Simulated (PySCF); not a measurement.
# CH2OSm (Sm(H2CO)2+): the cost of one run

Computed with PySCF 2.14.0. Level: PBE0, Sm lcecp-0-SVP with ECP52, O def2-SVP, C def2-SVP, H def2-SVP; scalar-relativistic core potentials, no spin–orbit coupling.

1 further run of the same task is left out (for a known fault of the program).

## 1. Where the work starts

5 atoms, charge 2, spin multiplicity 1.

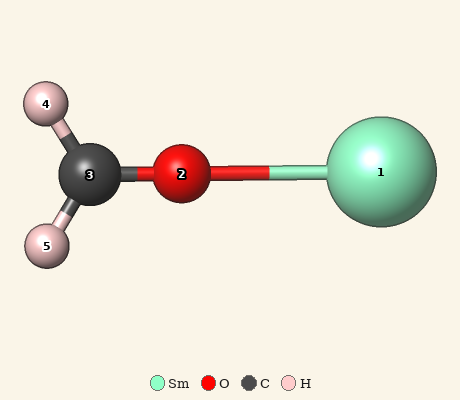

As it starts; samarium green, oxygen red, carbon dark grey, hydrogen pink; atoms are numbered from 1 in the order of the file.

Coordinates:

| atom | x (Å) | y (Å) | z (Å) |
| --- | --- | --- | --- |
| Sm1 | 0.00000 | 0.00000 | 0.00000 |
| O2 | 0.00000 | 0.00000 | 2.65750 |
| C3 | 0.00000 | 0.00000 | 3.87750 |
| H4 | 0.94000 | 0.00000 | 4.45750 |
| H5 | -0.94000 | 0.00000 | 4.45750 |

Formal oxidation states: Sm +2. Each metal's 6 4f electrons lie in its core potential, so multiplicities, spins and levels count the valence alone.

## 2. SCF at the start, singlet

run.py (the lines that set the calculation)

```python
mol = gto.M(atom='''
Sm     0.00000     0.00000     0.00000
O      0.00000     0.00000     2.65750
C      0.00000     0.00000     3.87750
H      0.94000     0.00000     4.45750
H     -0.94000     0.00000     4.45750''',
    basis={'Sm': 'lcecp-0-SVP', 'O': 'def2-SVP', 'C': 'def2-SVP', 'H': 'def2-SVP'},
    ecp={'Sm': 'lcecp-0-SVP'},
    charge=2, spin=0)
mf = dft.RKS(mol, xc='PBE0')
mf.grids.atom_grid = (50, 194)  # f atoms: unpruned, at least (60, 302)
mf = mf.density_fit()  # fitting sets: Sm AutoAux, O def2-universal-JKFIT, C def2-universal-JKFIT, H def2-universal-JKFIT
mf.conv_tol = 1e-08; mf.max_cycle = 55
mf.kernel(dm0)  # dm0: free metal ions and neutral atoms
```

On the command line:

```
$ OMP_NUM_THREADS=2 python run.py
```

What time and memory should one allow on 2 threads of Arm Neoverse V2, shared host?

About 1.5 s, with a peak of 0.38 GiB.
